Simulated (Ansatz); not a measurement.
Fields on a plane of SiO2 (alpha-cristobalite type, space group P4_12_12)

```
CELL_PARAMETERS angstrom
      5.08450     0.00000     0.00000
      0.00000     5.08450     0.00000
      0.00000     0.00000     7.10033
ATOMIC_POSITIONS crystal
  Si 0.29379 0.29379 0.00000
  Si 0.79379 0.20621 0.75000
  Si 0.20621 0.79379 0.25000
  Si 0.70621 0.70621 0.50000
  O  0.24121 0.09332 0.17417
  O  0.74121 0.40668 0.57583
  O  0.25879 0.59332 0.07583
  O  0.75879 0.90668 0.67417
  O  0.90668 0.75879 0.32583
  O  0.40668 0.74121 0.42417
  O  0.59332 0.25879 0.92417
  O  0.09332 0.24121 0.82583
```

The slice is a (0 -1 1) plane (indices of the conventional cell) through the point (0.407, 0.741, 0.424) (fractional), spanned by u = [100] and v = [011] in vectors of this cell: u (5.08 Å) and v (8.73 Å, at 90° to u). It covers one period; positions are fractions (u, v).

Atoms on it: Si at (0.89, 0.57), 0.1 Å off the plane; O at (0.00, 0.00); O at (0.19, 0.51), 0.1 Å off the plane. Other atoms lie within 1 Å of the plane.

Calculation: PBE (plane waves to 420 eV, PAW, scalar-relativistic; Ansatz, an electronic-structure program). k mesh 5×5×4. Near the nuclei the fields are pseudised (PAW); where an atom keeps semicore shells as valence, they peak there. SiO2 was relaxed with its symmetry unable to fall.

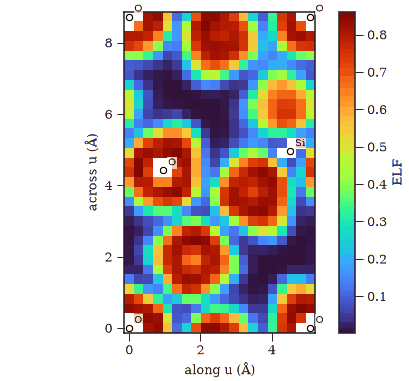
Figure: Electron localisation function (ELF), one period of the plane, atoms marked. Points within 0.3 Å of a nucleus are left white, as the pseudised field means little there.

```
|xxx     xxxx-:   xx|
|xx      xxxx.     x|
|:=++-:::xxxx.      |
|+*##****+. =:     :|
|*#%%%%%%%##*=.    -|
|#%%%%%@@@@%%*=:.:-+|
|#%%%@@@@@@@%#*+==+*|
|#%%%@@@@@@@%%#*===+|
|+*#%@@@@@@@%%#+-.:-|
| =*%@@@@@@@%#+-    |
|  =#%@@@@@%#*-     |
|  .+#@@@@@%#=   xxx|
|x  .-#%@@%%*-  xxxx|
|x xxxx*%%%#*-  xxxx|
|x xxxxx+****:  xxxx|
| xxxxxx.:=+= x  xxx|
|  xxxx    . xxx    |
|-- xx      xxxxx   |
|**+:   xx   xxx =++|
|##*-  xxx    x *#%%|
|%%*-   xx   =*#%@@%|
|%%#+.      :*%@@@@@|
|@%%*- xx  .+#%@@@@@|
|@@%#=xxxx =#%@@@@@@|
|@@%#-xxxx *%@@@@@@@|
|@%%*-xxxx *%@@@@@@@|
|@%*=. xx =#%%@@@@@@|
|%#=      :+#%%@@@@@|
|+=   xx   =*#%%@@%#|
|xx  xxxx  :*#####:x|
|xxx xxxx  .=****=xx|
|xxx  xxx   :==-: xx|
```
Scale: ten equal steps from -1.00 (start of ' ') to 7.16 (end of '@'), in the order ' .:-=+*#%@'. Values: electrostatic potential energy of an electron, from the cell's mean, in eV. The map has 19 points along u (one character each, u = 0 at the left) and 32 along v (v = 0 in the bottom row). Points within 0.7 Å of a nucleus are blanked (x), as the pseudised field means little there. Values under -1 eV are set to -1. The zero, the cell's mean, hangs on the PAW cores.

| Property | Result |
|---|---|
| Element round which the density of the highest valence band (whole band, smooth part) is largest on this plane | O |
| Element round which the density of the lowest conduction band (whole band as if filled, smooth part) is largest on this plane | O |
